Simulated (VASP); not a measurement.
Band structure of PbSe (relaxed from the CsCl structure, space group Pm-3m). Level of theory: r2SCAN meta-GGA, VASP's PBE PAW potentials (set 64) (plane waves; VASP).

Unless said otherwise, spin-orbit coupling is left out, though it shifts the bands of the heavy elements here.

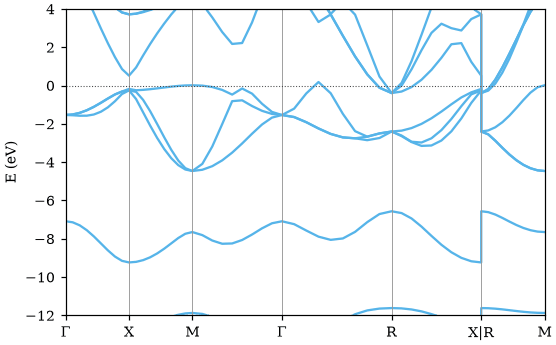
Figure. Bands along high-symmetry lines, zero at the valence-band maximum or, without a gap, the Fermi level

Question: Read the plot: is there a gap, and where are the band edges?

Answer: It has no gap at this level: it comes out as a metal or semimetal.

The structure was generated: PbSe was put into the CsCl type (Pm-3m), which need not be its known phase. It was relaxed first, which changed the volume by +11 %.
